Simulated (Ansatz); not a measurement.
# CH₃Ge (doublet): correlated methods under varied settings at a displaced geometry (v1)

Aim: run CH₃Ge (doublet) at one geometry under a spread of methods and options, and see what each costs and gives.

The runs use Ansatz 0.2.0, Gaussian basis; the settings change from run to run.

26 further runs of the same task are left out: 1 for a known fault of the program, 10 that didn't finish, 15 set aside as unsound or not needed.

### Step 1. The geometry

The geometry is a PBE0/def2-TZVP stationary point (not a proven minimum) with its atoms shifted at random (size 0.040 Å). No spin-orbit coupling is included. The filled d shell of Ge may be among the frozen orbitals whatever the setting's name suggests; the logs give the count.

5 atoms, charge 0, spin multiplicity 2.

Atoms are counted from 1 here; the program's logs count them from 0.

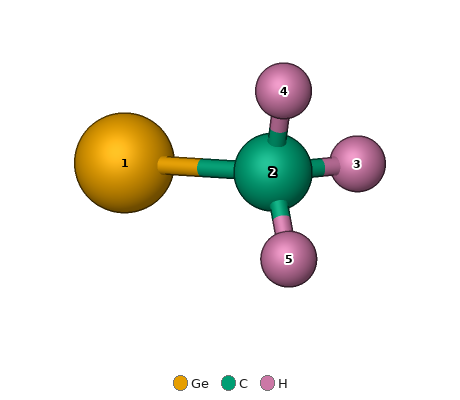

The structure; germanium amber, carbon teal, hydrogen pink; atoms are numbered from 1 in the order of the file.

### Step 2. HF/6-31G*

File in.yaml:

```yaml
crystal:
  periodic: [false, false, false]
  atoms:
    - {symbol: Ge, position_ang: [0.001387, 0.001981, 0.357726]}
    - {symbol: C, position_ang: [0.010771, -0.014162, -1.642739]}
    - {symbol: H, position_ang: [-1.002799, 0.045138, -1.974040]}
    - {symbol: H, position_ang: [0.408426, 0.876861, -2.089993]}
    - {symbol: H, position_ang: [0.366057, -0.896008, -2.141482]}
basis:
  gaussian: {orbitals: "6-31G*"}
magnetization: {spin_polarized: false, initial_magnetization: 1}
hamiltonian: {xc: hf}
output: {orbitals: {seedname: orbitals}}
```

Started as:

```sh
$ ansatz run in.yaml --threads 1 --pin off --events-out ev --progress --plain --max-ram 2393MiB
```

What it wrote:

```text
Functional definition: HF
  name "HF"
  cite "Fock, Z. Phys. 61, 126 (1930) doi:10.1007/BF01340294"
  parent pbe
  exchange = exact_x
  correlation = 0
548 factors; integrals over basis functions are off by at most 5.8e-4 eV
mean field evaluation 1: about -57540.9853 eV, gradient 2.1e1 eV
mean field evaluation 2: about -57540.9977 eV, gradient 2.1e1 eV
mean field evaluation 4: about -57542.3009 eV, gradient 2.0e0 eV
mean field evaluation 8: about -57542.3203 eV, gradient 1.9e-1 eV
mean field evaluation 16: about -57542.3205 eV, gradient 9.6e-6 eV
mean field evaluation 32: about -57542.2897 eV, gradient 8.5e-2 eV
mean field evaluation 64: about -57542.3143 eV, gradient 1.8e-1 eV
mean field evaluation 96: about -57542.3205 eV, gradient 1.9e-3 eV
mean field -57542.32054742 eV, -2114.6412765321 hartree, gradient 2.2e-6 eV, S^2 0.750000; 3 other end points of the search recorded, 0 dependent functions left out
reference -57542.32054742 eV, -2114.6412765321 hartree; 21, 20 occupied and 35, 36 virtual orbitals, 548 factors
Total energy: -57542.32054742 eV, -2114.6412765321 hartree
```

Run time: 1.1 s. Hardware: 1 thread of Arm Neoverse V2, shared host.

### Step 3. CCSD on ROHF/6-31G*

in.yaml, as its differences from that of step 2:

```diff
@@ -11,3 +11,2 @@
 magnetization: {spin_polarized: false, initial_magnetization: 1}
-hamiltonian: {xc: hf}
-output: {orbitals: {seedname: orbitals}}
+correlation: {method: ccsd, electrons: outside_noble_gas}
```

The command is unchanged.

What it wrote (excerpt; [...] marks lines left out):

```text
Functional definition: HF
  name "HF"
  cite "Fock, Z. Phys. 61, 126 (1930) doi:10.1007/BF01340294"
  parent pbe
[...]
548 factors; integrals over basis functions are off by at most 5.8e-4 eV
[...]
mean field -57542.32054742 eV, -2114.6412765321 hartree, gradient 1.4e-6 eV, S^2 0.750000; 6 other end points of the search recorded, 0 dependent functions left out
[...]
determinant -57542.32054742 eV, -2114.6412765321 hartree, with singles and doubles -57548.30867311 eV, -2114.8613360923 hartree
determinant -57542.24732479 eV, -2114.6385856500 hartree, with singles and doubles -57548.23334113 eV, -2114.8585676931 hartree
determinant -57542.32054742 eV, -2114.6412765321 hartree, with singles and doubles -57548.30850365 eV, -2114.8613298645 hartree
determinant -57542.24732479 eV, -2114.6385856500 hartree, with singles and doubles -57548.23317842 eV, -2114.8585617135 hartree
15 core orbitals not correlated: weight in the atoms' cores, before any rotation towards them, 1.000 or more for the frozen orbitals, at most 0.000 for the correlated occupied ones
reference -57542.32054742 eV, -2114.6412765321 hartree; 6, 5 occupied and 35, 36 virtual orbitals, 548 factors
second order -5.11247789 eV of doubles, -0.05476346 eV of singles
cycle   1  -5.98795718 eV  change   -9.6e-7 eV  update   9.1e-6
Total energy: -57548.30850460 eV, -2114.8613298997 hartree
```

Run time: 4.2 s. Hardware: 1 thread of Arm Neoverse V2, shared host.

From the report: correlation -5.9880 eV; T1 0.016; largest double amplitude 0.06.

### Step 4. CISDTQ/STO-3G

in.yaml, as its differences from that of step 3:

```diff
@@ -9,4 +9,4 @@
 basis:
-  gaussian: {orbitals: "6-31G*"}
+  gaussian: {orbitals: STO-3G}
 magnetization: {spin_polarized: false, initial_magnetization: 1}
-correlation: {method: ccsd, electrons: outside_noble_gas}
+correlation: {active_space: {ras: {orbitals: [5, 1, 5], electrons: 11, max_holes: 4, max_particles: 4}, fixed_orbitals: true}}
```

Launched as before.

What it wrote:

```text
Functional definition: HF
  name "HF"
  cite "Fock, Z. Phys. 61, 126 (1930) doi:10.1007/BF01340294"
  parent pbe
  exchange = exact_x
  correlation = 0
281 factors; integrals over basis functions are off by at most 2.3e-5 eV
mean field evaluation 1: about -56893.7600 eV, gradient 6.8e0 eV
mean field evaluation 2: about -56893.8019 eV, gradient 6.8e0 eV
mean field evaluation 4: about -56894.0416 eV, gradient 3.8e-1 eV
mean field evaluation 8: about -56894.0421 eV, gradient 5.7e-6 eV
mean field evaluation 16: about -56894.0367 eV, gradient 1.5e-1 eV
mean field -56894.04205455 eV, -2090.8174813379 hartree, gradient 1.6e-6 eV, S^2 0.750000; 4 other end points of the search recorded, 0 dependent functions left out
reference -56894.04205455 eV, -2090.8174813379 hartree; 21, 20 occupied and 5, 6 virtual orbitals, 281 factors
state -56895.78337842 eV, -2090.8814738099 hartree
Total energy: -56895.78337842 eV, -2090.8814738099 hartree
```

Run time: 0.72 s. Hardware: 1 thread of Arm Neoverse V2, shared host.

From the report: 55,811 determinants.

### Step 5. BCCD on UHF/cc-pVDZ

in.yaml, as its differences from that of step 4:

```diff
@@ -9,4 +9,4 @@
 basis:
-  gaussian: {orbitals: STO-3G}
-magnetization: {spin_polarized: false, initial_magnetization: 1}
-correlation: {active_space: {ras: {orbitals: [5, 1, 5], electrons: 11, max_holes: 4, max_particles: 4}, fixed_orbitals: true}}
+  gaussian: {orbitals: cc-pVDZ, fitting: {mean_field: def2-universal-jkfit}}
+magnetization: {spin_polarized: true, initial_magnetization: 1}
+correlation: {method: bccd, electrons: outside_noble_gas}
```

Same command.

What it wrote (excerpt; [...] marks lines left out):

```text
Functional definition: HF
  name "HF"
  cite "Fock, Z. Phys. 61, 126 (1930) doi:10.1007/BF01340294"
  parent pbe
[...]
395 factors; integrals over basis functions are off by at most 2.2e-1 eV
[...]
mean field -57549.42495706 eV, -2114.9023587708 hartree, gradient 2.7e-6 eV, S^2 0.762575; 13 other end points of the search recorded, 0 dependent functions left out
determinant -57549.42495706 eV, -2114.9023587708 hartree, with singles and doubles -57555.89646134 eV, -2115.1401821664 hartree
determinant -57549.34961292 eV, -2114.8995899247 hartree, with singles and doubles -57555.82127112 eV, -2115.1374189767 hartree
determinant -57546.97824547 eV, -2114.8124437784 hartree, with singles and doubles -57553.06796469 eV, -2115.0362368318 hartree
determinant -57546.93416436 eV, -2114.8108238274 hartree, with singles and doubles -57553.17552572 eV, -2115.0401896267 hartree
determinant -57546.92328037 eV, -2114.8104238482 hartree, with singles and doubles -57553.14992762 eV, -2115.0392489137 hartree
determinant -57549.42495706 eV, -2114.9023587708 hartree, with singles and doubles -57555.89639785 eV, -2115.1401798332 hartree
determinant -57549.34961292 eV, -2114.8995899247 hartree, with singles and doubles -57555.82114465 eV, -2115.1374143292 hartree
15 core orbitals not correlated: weight in the atoms' cores, before any rotation towards them, 0.999 or more for the frozen orbitals, at most 0.000 for the correlated occupied ones
reference -57549.42495706 eV, -2114.9023587708 hartree; 6, 5 occupied and 35, 36 virtual orbitals, 395 factors
second order -5.57938448 eV of doubles, -0.00000000 eV of singles
cycle   1  -6.46503549 eV  change    6.4e-3 eV  update   2.8e-3
[...]
cycle   9  -6.46406056 eV  change    2.9e-6 eV  update   8.4e-6
Total energy: -57555.88901762 eV, -2115.1399086149 hartree
```

It took 6 s on 1 thread of Arm Neoverse V2, shared host.

From the report: ⟨S²⟩ of the determinant 0.763 (pure doublet: 0.75); correlation -6.4641 eV; largest double amplitude 0.06.

### Step 6. BCCD on ROHF/cc-pVDZ

in.yaml, as its differences from that of step 5:

```diff
@@ -9,4 +9,5 @@
 basis:
-  gaussian: {orbitals: cc-pVDZ, fitting: {mean_field: def2-universal-jkfit}}
-magnetization: {spin_polarized: true, initial_magnetization: 1}
-correlation: {method: bccd, electrons: outside_noble_gas}
+  gaussian: {orbitals: cc-pVDZ}
+magnetization: {spin_polarized: false, initial_magnetization: 1}
+correlation: {method: bccd, electrons: outside_noble_gas, diis_vectors: 2}
+output: {forces: true}
```

Launched as before.

What it wrote (excerpt; [...] marks lines left out):

```text
Functional definition: HF
  name "HF"
  cite "Fock, Z. Phys. 61, 126 (1930) doi:10.1007/BF01340294"
  parent pbe
[...]
588 factors; integrals over basis functions are off by at most 1.1e-3 eV
[...]
mean field -57549.32781407 eV, -2114.8987888317 hartree, gradient 2.7e-6 eV, S^2 0.750000; 7 other end points of the search recorded, 0 dependent functions left out
[...]
determinant -57549.32781407 eV, -2114.8987888317 hartree, with singles and doubles -57555.89257269 eV, -2115.1400392612 hartree
determinant -57549.25291020 eV, -2114.8960361652 hartree, with singles and doubles -57555.81732282 eV, -2115.1372738795 hartree
determinant -57549.32781407 eV, -2114.8987888317 hartree, with singles and doubles -57555.89242700 eV, -2115.1400339071 hartree
determinant -57549.25291020 eV, -2114.8960361652 hartree, with singles and doubles -57555.81717114 eV, -2115.1372683052 hartree
[...]
reference -57549.32781407 eV, -2114.8987888317 hartree; 6, 5 occupied and 35, 36 virtual orbitals, 588 factors
second order -5.63115053 eV of doubles, -0.05633234 eV of singles
cycle   1  -6.56058455 eV  change    4.0e-3 eV  update   2.7e-3
[...]
cycle  15  -6.55950984 eV  change   -1.4e-9 eV  update   3.5e-8
[...]
Total energy: -57555.88732391 eV, -2115.1398463720 hartree
Atom 0 at     0.001387     0.001981     0.357726 Å, force     0.011484    -0.041446     0.128599 eV/Å
Atom 1 at     0.010771    -0.014162    -1.642739 Å, force     0.117218     0.035030     0.693173 eV/Å
Atom 2 at    -1.002799     0.045138    -1.974040 Å, force    -1.877339     0.014440    -0.095499 eV/Å
Atom 3 at     0.408426     0.876861    -2.089993 Å, force     0.944907     0.923405    -0.379623 eV/Å
Atom 4 at     0.366057    -0.896008    -2.141482 Å, force     0.803731    -0.931428    -0.346650 eV/Å
Dipole moment:    -0.016134     0.005437    -0.157234 e Å
```

Run time: 12 s. Hardware: 1 thread of Arm Neoverse V2, shared host.

From the report: correlation -6.5595 eV; largest double amplitude 0.06.

### Step 7. CCSD(T) on UHF/cc-pVDZ

in.yaml, as its differences from that of step 6:

```diff
@@ -10,4 +10,3 @@
   gaussian: {orbitals: cc-pVDZ}
-magnetization: {spin_polarized: false, initial_magnetization: 1}
-correlation: {method: bccd, electrons: outside_noble_gas, diis_vectors: 2}
-output: {forces: true}
+magnetization: {spin_polarized: true, initial_magnetization: 1}
+correlation: {method: ccsd_t, electrons: valence}
```

Same command.

What it wrote (excerpt; [...] marks lines left out):

```text
Functional definition: HF
  name "HF"
  cite "Fock, Z. Phys. 61, 126 (1930) doi:10.1007/BF01340294"
  parent pbe
[...]
588 factors; integrals over basis functions are off by at most 1.1e-3 eV
[...]
mean field -57549.42627083 eV, -2114.9024070507 hartree, gradient 1.6e-6 eV, S^2 0.762578; 13 other end points of the search recorded, 0 dependent functions left out
determinant -57549.42627083 eV, -2114.9024070507 hartree, with singles and doubles -57556.35536682 eV, -2115.1570466316 hartree
determinant -57549.35092037 eV, -2114.8996379726 hartree, with singles and doubles -57556.28003246 eV, -2115.1542781451 hartree
determinant -57546.97970375 eV, -2114.8124973688 hartree, with singles and doubles -57553.53632015 eV, -2115.0534485774 hartree
determinant -57546.93560467 eV, -2114.8108767575 hartree, with singles and doubles -57553.63648395 eV, -2115.0571295292 hartree
determinant -57546.92471288 eV, -2114.8104764918 hartree, with singles and doubles -57553.61396881 eV, -2115.0563021129 hartree
determinant -57549.42627083 eV, -2114.9024070507 hartree, with singles and doubles -57556.35526961 eV, -2115.1570430593 hartree
determinant -57549.35092037 eV, -2114.8996379726 hartree, with singles and doubles -57556.27987786 eV, -2115.1542724636 hartree
10 core orbitals not correlated: weight in the atoms' cores, before any rotation towards them, 1.000 or more for the frozen orbitals, at most 0.000 for the correlated occupied ones
reference -57549.42627083 eV, -2114.9024070507 hartree; 11, 10 occupied and 35, 36 virtual orbitals, 588 factors
second order -6.04884044 eV of doubles, -0.00000000 eV of singles
cycle   1  -6.92900184 eV  change   -3.1e-6 eV  update   3.3e-6
perturbative correction -0.19825790 eV, -0.0072858433 hartree
Total energy: -57556.55353056 eV, -2115.1643290148 hartree
```

Wall time 15 s (1 thread of Arm Neoverse V2, shared host).

From the report: ⟨S²⟩ of the determinant 0.763 (pure doublet: 0.75); correlation -7.1273 eV; T1 0.009; largest double amplitude 0.06.

### Step 8. CCSD on UHF/cc-pVDZ

in.yaml, as its differences from that of step 7:

```diff
@@ -11,2 +11,2 @@
 magnetization: {spin_polarized: true, initial_magnetization: 1}
-correlation: {method: ccsd_t, electrons: valence}
+correlation: {method: ccsd, electrons: outside_noble_gas}
```

Same command.

What it wrote (excerpt; [...] marks lines left out):

```text
Functional definition: HF
  name "HF"
  cite "Fock, Z. Phys. 61, 126 (1930) doi:10.1007/BF01340294"
  parent pbe
[...]
588 factors; integrals over basis functions are off by at most 1.1e-3 eV
[...]
mean field -57549.42627083 eV, -2114.9024070507 hartree, gradient 1.6e-6 eV, S^2 0.762578; 13 other end points of the search recorded, 0 dependent functions left out
determinant -57549.42627083 eV, -2114.9024070507 hartree, with singles and doubles -57555.89782466 eV, -2115.1402322675 hartree
determinant -57549.35092037 eV, -2114.8996379726 hartree, with singles and doubles -57555.82262482 eV, -2115.1374687243 hartree
determinant -57546.97970375 eV, -2114.8124973688 hartree, with singles and doubles -57553.06952203 eV, -2115.0362940630 hartree
determinant -57546.93560467 eV, -2114.8108767575 hartree, with singles and doubles -57553.17697225 eV, -2115.0402427858 hartree
determinant -57546.92471288 eV, -2114.8104764918 hartree, with singles and doubles -57553.15162358 eV, -2115.0393112394 hartree
determinant -57549.42627083 eV, -2114.9024070507 hartree, with singles and doubles -57555.89775965 eV, -2115.1402298786 hartree
determinant -57549.35092037 eV, -2114.8996379726 hartree, with singles and doubles -57555.82249702 eV, -2115.1374640278 hartree
15 core orbitals not correlated: weight in the atoms' cores, before any rotation towards them, 0.999 or more for the frozen orbitals, at most 0.000 for the correlated occupied ones
reference -57549.42627083 eV, -2114.9024070507 hartree; 6, 5 occupied and 35, 36 virtual orbitals, 588 factors
second order -5.58318406 eV of doubles, -0.00000000 eV of singles
cycle   1  -6.47149191 eV  change   -3.1e-6 eV  update   3.0e-6
Total energy: -57555.89776274 eV, -2115.1402299918 hartree
```

Wall time 6.5 s (1 thread of Arm Neoverse V2, shared host).

From the report: ⟨S²⟩ of the determinant 0.763 (pure doublet: 0.75); correlation -6.4715 eV; T1 0.012; largest double amplitude 0.06.

### Step 9. NEVPT2(3,6)/STO-3G

in.yaml, as its differences from that of step 8:

```diff
@@ -9,4 +9,6 @@
 basis:
-  gaussian: {orbitals: cc-pVDZ}
-magnetization: {spin_polarized: true, initial_magnetization: 1}
-correlation: {method: ccsd, electrons: outside_noble_gas}
+  gaussian: {orbitals: STO-3G}
+magnetization: {spin_polarized: false, initial_magnetization: 1}
+correlation: {method: sc_nevpt2, electrons: outside_noble_gas, active_space: {window: {electrons: 3, orbitals: 6}}}
+scf: {lower_state_search: off}
+output: {forces: true}
```

The command is unchanged.

What it wrote (excerpt; [...] marks lines left out):

```text
Functional definition: HF
  name "HF"
  cite "Fock, Z. Phys. 61, 126 (1930) doi:10.1007/BF01340294"
  parent pbe
[...]
281 factors; integrals over basis functions are off by at most 2.3e-5 eV
[...]
mean field -56894.04205455 eV, -2090.8174813379 hartree, gradient 1.6e-6 eV, S^2 0.750000; 0 other end points of the search recorded, 0 dependent functions left out
reference -56894.04205455 eV, -2090.8174813379 hartree; 21, 20 occupied and 5, 6 virtual orbitals, 281 factors
state -56894.47353714 eV, -2090.8333380306 hartree
state -56894.47353714 eV, -2090.8333380306 hartree; corrected -56895.91987285 eV, -2090.8864898876 hartree
[...]
Total energy: -56895.91987285 eV, -2090.8864898876 hartree
Atom 0 at     0.001387     0.001981     0.357726 Å, force     0.099756    -0.082356    -1.022078 eV/Å
Atom 1 at     0.010771    -0.014162    -1.642739 Å, force    -0.509347     0.217788     1.742919 eV/Å
Atom 2 at    -1.002799     0.045138    -1.974040 Å, force    -1.844160    -0.071429    -0.009145 eV/Å
Atom 3 at     0.408426     0.876861    -2.089993 Å, force     1.227882     0.737187    -0.384560 eV/Å
Atom 4 at     0.366057    -0.896008    -2.141482 Å, force     1.025869    -0.801190    -0.327137 eV/Å
Dipole moment:    -0.015178     0.004387    -0.020125 e Å
Checks for a lower state left out: stability, starts, cluster_reference, orbital_swaps, neighbouring_geometries, increment
```

Wall time 0.51 s (1 thread of Arm Neoverse V2, shared host).

From the report: 90 determinants; active occupations 1.97, 1.00, 0.03, 0.00, 0.00, 0.00.

### Step 10. CISD/STO-3G

in.yaml, as its differences from that of step 9:

```diff
@@ -11,4 +11,3 @@
 magnetization: {spin_polarized: false, initial_magnetization: 1}
-correlation: {method: sc_nevpt2, electrons: outside_noble_gas, active_space: {window: {electrons: 3, orbitals: 6}}}
-scf: {lower_state_search: off}
-output: {forces: true}
+hamiltonian: {pseudopotentials: {relativity: scalar}}
+correlation: {active_space: {ras: {orbitals: [20, 1, 5], electrons: 41, max_holes: 2, max_particles: 2}, fixed_orbitals: true}}
```

Same command.

What it wrote:

```text
Functional definition: HF
  name "HF"
  cite "Fock, Z. Phys. 61, 126 (1930) doi:10.1007/BF01340294"
  parent pbe
  exchange = exact_x
  correlation = 0
281 factors; integrals over basis functions are off by at most 2.7e-5 eV
mean field evaluation 1: about -57351.4490 eV, gradient 6.8e0 eV
mean field evaluation 2: about -57351.4932 eV, gradient 6.7e0 eV
mean field evaluation 4: about -57351.7304 eV, gradient 3.6e-1 eV
mean field evaluation 8: about -57351.7304 eV, gradient 5.4e-6 eV
mean field evaluation 16: about -57351.7250 eV, gradient 1.5e-1 eV
mean field -57351.73035010 eV, -2107.6372159673 hartree, gradient 9.9e-8 eV, S^2 0.750000; 4 other end points of the search recorded, 0 dependent functions left out
reference -57351.73035010 eV, -2107.6372159673 hartree; 21, 20 occupied and 5, 6 virtual orbitals, 281 factors
state -57354.27943219 eV, -2107.7308930062 hartree
Total energy: -57354.27943219 eV, -2107.7308930062 hartree
Relativity: scalar
```

Run time: 0.66 s. Hardware: 1 thread of Arm Neoverse V2, shared host.

From the report: 26,526 determinants.

### Step 11. All runs side by side

Where basis and cores are those of an earlier UCCSDT(Q)/cc-pVDZ run (-57556.0982 eV), and the state is the same kind, the miss against it is given.

| level | correlated | functions | energy (eV) | from UCCSDT(Q) (meV) | time |
| --- | --- | --- | --- | --- | --- |
| HF/6-31G* |  | 56 | -57542.3205 |  | 1.1 s |
| CCSD on ROHF/6-31G* | outside noble gas | 56 | -57548.3085 |  | 4.2 s |
| CISDTQ/STO-3G | outside noble gas | 26 | -56895.7834 |  | 0.72 s |
| BCCD on UHF/cc-pVDZ | outside noble gas | 56 | -57555.8890 | 209.2 | 6 s |
| BCCD on ROHF/cc-pVDZ | outside noble gas | 56 | -57555.8873 | 210.9 | 12 s |
| CCSD(T) on UHF/cc-pVDZ | valence | 56 | -57556.5535 |  | 15 s |
| CCSD on UHF/cc-pVDZ | outside noble gas | 56 | -57555.8978 | 200.5 | 6.5 s |
| NEVPT2(3,6)/STO-3G | outside noble gas | 26 | -56895.9199 |  | 0.51 s |
| CISD/STO-3G (relativity set) | all | 26 | -57354.2794 |  | 0.66 s |

### Step 12. Outcome

| quantity | value |
| --- | --- |
| runs | 9 |
| quickest | NEVPT2(3,6)/STO-3G, 0.51 s |
| slowest | CCSD(T) on UHF/cc-pVDZ, 15 s |

In words: Total energies in different bases, with other cores or another treatment of relativity can't be set against each other. CCSD(T) on UHF/cc-pVDZ took 28 times as long as NEVPT2(3,6)/STO-3G; the jobs differ in more than the method. Among the correlated runs with a miss given, it spans +200 to +211 meV.
